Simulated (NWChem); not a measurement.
**C2H3Cl (SMILES C=CCl): levels of theory compared**

We compute a comparison of 5 runs (HF/def2-TZVP, HF/pcseg-2, PBE0/def2-SVP, SVWN5/def2-SVPD, CCSD(T)/def2-SVPD) of C2H3Cl. 

The calculation is run with NWChem 7.3.0.

3 further runs of the same task are left out: 3 set aside as unsound or not needed. Runs told in other sessions of the task aren't counted.

### 1 The molecule

The species is C2H3Cl (6 atoms), meant as a singlet with charge 0. As SMILES, `C=CCl`. The coordinates come from a PBE0-D4/def2-TZVP relaxation.

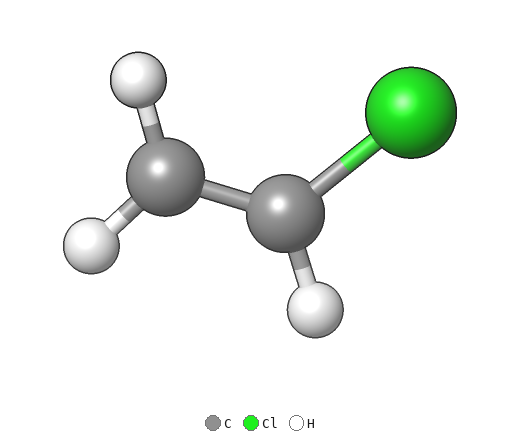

Viewed from a chosen angle; carbon grey, chlorine green, hydrogen white.

### 2 Energy and gradient at HF/def2-TZVP (run 1)

File run.py:

```python
from ase import Atoms
from ase.calculators.nwchem import NWChem

atoms = Atoms(['C', 'C', 'Cl', 'H', 'H', 'H'], positions=[
    [-0.461860, 0.202020, -0.539180],
    [0.378470, -0.011560, 0.455830],
    [0.897380, -1.579540, 0.939640],
    [-0.883050, -0.607730, -1.121290],
    [-0.744690, 1.217510, -0.788270],
    [0.813760, 0.779300, 1.053260],
])

calc = NWChem(
    label='nw',
    theory='scf',
    memory='2200 mb',
    basis='def2-TZVP',
    basispar='spherical bse',
    scf={'nopen': '0', 'rhf': None, 'thresh': '1e-08', 'maxiter': '80'},
)
atoms.calc = calc

forces = atoms.get_forces()
print(f"energy = {atoms.get_potential_energy():.6f} eV")
print("forces (eV/A):")
for s, f in zip(atoms.symbols, forces):
    print(f"{s:2s} {f[0]:10.5f} {f[1]:10.5f} {f[2]:10.5f}")
print("dipole (e A):", atoms.get_dipole_moment().round(4))
```

Command:

```sh
$ export ASE_NWCHEM_COMMAND="nwchem PREFIX.nwi > PREFIX.nwo"
$ python run.py
```

Output:

```text
energy = -14612.375894 eV
forces (eV/A):
C     0.27737   -0.04139    0.33095
C    -0.36330    0.60447   -0.38345
Cl    0.05574   -0.20327    0.04885
H     0.14264    0.28112    0.19777
H     0.08932   -0.34730    0.07631
H    -0.20178   -0.29362   -0.27038
dipole (e A): [-0.1117  0.2945 -0.1081]
```

The calculator wrote nw.nwi:

```
title "nw"

permanent_dir nw

scratch_dir nw

start nw

geometry units angstrom nocenter noautosym noautoz
  C  -4.6185999999999999e-01 2.0202000000000001e-01 -5.3917999999999999e-01
  C  3.7846999999999997e-01 -1.1560000000000001e-02 4.5583000000000001e-01
  Cl 8.9737999999999996e-01 -1.5795399999999999e+00 9.3964000000000003e-01
  H  -8.8305000000000000e-01 -6.0772999999999999e-01 -1.1212899999999999e+00
  H  -7.4468999999999996e-01 1.2175100000000001e+00 -7.8827000000000003e-01
  H  8.1376000000000004e-01 7.7929999999999999e-01 1.0532600000000001e+00
end

memory 2200 mb

basis spherical bse noprint
   * library def2-TZVP
end

scf
  nopen 0
  rhf
  thresh 1e-08
  maxiter 80
end

task scf gradient
```

nw.nwo:

```text
Northwest Computational Chemistry Package (NWChem) 7.3.0
             --------------------------------------------------------

           Job information
           ---------------

    nwchem branch   = 7.3.0
    use scalapack   = T
    input           = nw.nwi
    prefix          = nw.
    data base       = nw/nw.db
    status          = startup
    nproc           =        1

           Memory information
           ------------------

    heap     =     72089598 doubles =      550.0 Mbytes
    stack    =     72089595 doubles =      550.0 Mbytes
    global   =    144179200 doubles =     1100.0 Mbytes (distinct from heap & stack)
    total    =    288358393 doubles =     2200.0 Mbytes
    verify   = yes
    hardfail = no

           Directory information
           ---------------------

  0 permanent = nw
  0 scratch   = nw

                                NWChem Input Module
                                -------------------

                                        nw
                                        --

[... 118 lines left out ...]
 Convergence threshold     :          1.000E-08
[... 13 lines left out ...]
       Final RHF  results
[... 3 lines left out ...]
      One-electron energy =   -916.214128873432
[... 1 line left out ...]
 Nuclear repulsion energy =     89.268863439976
[... 34 lines left out ...]
                       ROHF Final Molecular Orbital Analysis
[... 218 lines left out ...]
                              NWChem Gradients Module
                              -----------------------

                                        nw

  wavefunction    =   RHF

                         RHF ENERGY GRADIENTS

    atom               coordinates                        gradient
                 x          y          z           x          y          z
   1 C      -0.872789   0.381762  -1.018902   -0.005394   0.000805  -0.006436
   2 C       0.715205  -0.021845   0.861394    0.007065  -0.011755   0.007457
   3 Cl      1.695802  -2.984898   1.775662   -0.001084   0.003953  -0.000950
   4 H      -1.668723  -1.148443  -2.118931   -0.002774  -0.005467  -0.003846
   5 H      -1.407260   2.300760  -1.489614   -0.001737   0.006754  -0.001484
   6 H       1.537783   1.472663   1.990373    0.003924   0.005710   0.005258

                 ----------------------------------------
                 |  Time  |  1-e(secs)   |  2-e(secs)   |
                 ----------------------------------------
                 |  CPU   |       0.01   |       5.64   |
                 ----------------------------------------
                 |  WALL  |       0.01   |       5.64   |
                 ----------------------------------------

 Task  times  cpu:       29.8s     wall:       29.8s
 Total times  cpu:       29.8s     wall:       29.8s
```

Wall time 31 s (1 thread of Intel Xeon 6975P-C (Granite Rapids), shared host); peak memory 0.12 GiB.

### 3 Energy and forces at HF/pcseg-2 (run 2)

File m1.nw:

```
start m1
memory stack 880 mb heap 220 mb global 1100 mb
charge 0

geometry noautosym nocenter noautoz
  C     -0.461860     0.202020    -0.539180
  C      0.378470    -0.011560     0.455830
  Cl     0.897380    -1.579540     0.939640
  H     -0.883050    -0.607730    -1.121290
  H     -0.744690     1.217510    -0.788270
  H      0.813760     0.779300     1.053260
end

basis spherical bse
  C library pcseg-2
  Cl library pcseg-2
  H library pcseg-2
end

scf
  thresh 1e-08
  maxiter 80
end

task scf gradient
```

Command:

```sh
$ nwchem m1.nw > m1.out
```

Output:

```text
[...]
  functions       =   136
[...]
  wavefunction    = RHF
[...]
         Total SCF energy =   -536.992228075837
      One-electron energy =   -916.365627394488
      Two-electron energy =    290.104535878675
 Nuclear repulsion energy =     89.268863439976
        Time for solution =     37.1s
[...]
                         RHF ENERGY GRADIENTS
    atom               coordinates                        gradient
                 x          y          z           x          y          z
   1 C      -0.872789   0.381762  -1.018902   -0.005114   0.000730  -0.006104
   2 C       0.715205  -0.021845   0.861394    0.007252  -0.013460   0.007528
   3 Cl      1.695802  -2.984898   1.775662   -0.001422   0.004850  -0.001276
   4 H      -1.668723  -1.148443  -2.118931   -0.003096  -0.006251  -0.004307
   5 H      -1.407260   2.300760  -1.489614   -0.001981   0.007663  -0.001697
   6 H       1.537783   1.472663   1.990373    0.004361   0.006468   0.005855
[...]
```

It took 47 s on 1 thread of Intel Xeon 6975P-C (Granite Rapids), shared host; peak memory 0.12 GiB.

Runs 3 to 4 aren't shown in full; the table further down has their settings and results.

### 4 The energy at CCSD(T)/def2-SVPD (run 5)

File mymol.nw:

```
start mymol
memory total 2200 mb
charge 0

geometry units angstroms noautosym nocenter noautoz
   C       -0.461860       0.202020      -0.539180
   C        0.378470      -0.011560       0.455830
   Cl       0.897380      -1.579540       0.939640
   H       -0.883050      -0.607730      -1.121290
   H       -0.744690       1.217510      -0.788270
   H        0.813760       0.779300       1.053260
end

basis spherical bse
   C library def2-SVPD
   Cl library def2-SVPD
   H library def2-SVPD
end

scf
   thresh 1e-08
   maxiter 80
end

ccsd
   freeze core 7
   maxiter 60
end

task ccsd(t)
```

Command:

```sh
$ nwchem mymol.nw > mymol.out
```

Output:

```text
[...]
  functions       =    91
[...]
  wavefunction    = RHF
[...]
         Total SCF energy =   -536.758406409367
      One-electron energy =   -915.626059272220
      Two-electron energy =    289.598789422878
 Nuclear repulsion energy =     89.268863439976
        Time for solution =      6.4s
[...]
 Total MP2 energy:           -537.183822615467193
[...]
             energy      energy      error      ampl     ampl      Block
                                                time     time      time
[...]
 Total CCSD energy:           -537.217398174271011
[...]
 Total CCSD+T(CCSD) energy:           -537.234449700691130
[...]
 Total CCSD(T) energy:                -537.233986388509265
[...]
```

Run time: 69 s. Hardware: 1 thread of Intel Xeon 6975P-C (Granite Rapids), shared host; peak memory 0.23 GiB.

### 5 All runs side by side

| run | level | iteration cap | module | energy (Eh) | dipole moment (D) of the reference | HOMO energy (eV) | LUMO energy (eV) | wall time |
| --- | --- | --- | --- | --- | --- | --- | --- | --- |
| 1 | HF/def2-TZVP | 80 | scf | -536.994914 | 1.60 | -10.12 | 3.56 | 31 s |
| 2 | HF/pcseg-2 | 80 | scf | -536.992228 | 1.64 | -10.14 | 2.85 | 47 s |
| 3 | PBE0/def2-SVP | 100 | dft | -537.735133 | 1.32 | -7.45 | 0.03 | 11 s |
| 4 | SVWN5/def2-SVPD | 100 | dft | -535.776469 | 1.37 | -6.63 | -1.55 | 9 s |
| 5 | CCSD(T)/def2-SVPD | 80 | ccsd(t) | -537.233986 | – | -10.21 | 2.83 | 69 s |

### 6 What came out

| quantity | value |
| --- | --- |
| run 5: total energy | -537.23399 Eh |
| run 5: HOMO energy (Hartree–Fock orbitals) | -10.21 eV |
| run 5: LUMO energy (Hartree–Fock orbitals) | 2.83 eV |
| run 5: HOMO–LUMO gap (Hartree–Fock orbitals) | 13.04 eV |
| run 5: correlation energy (7 core orbitals frozen) | -475.6 mEh |
| run 5: (T) correction | -16.59 mEh |

**Reading.** Over runs 1, 2, 3, 4 the dipole moment (its size) runs from 1.32 D (PBE0/def2-SVP) to 1.64 D (HF/pcseg-2). The two ends differ in method and basis. Over runs 1, 2, 3, 4 the HOMO–LUMO gap runs from 5.08 eV (SVWN5/def2-SVPD) to 13.67 eV (HF/def2-TZVP). Totals of different functionals can't be ranked against each other. All runs together took 2.8 min, the longest 69 s.
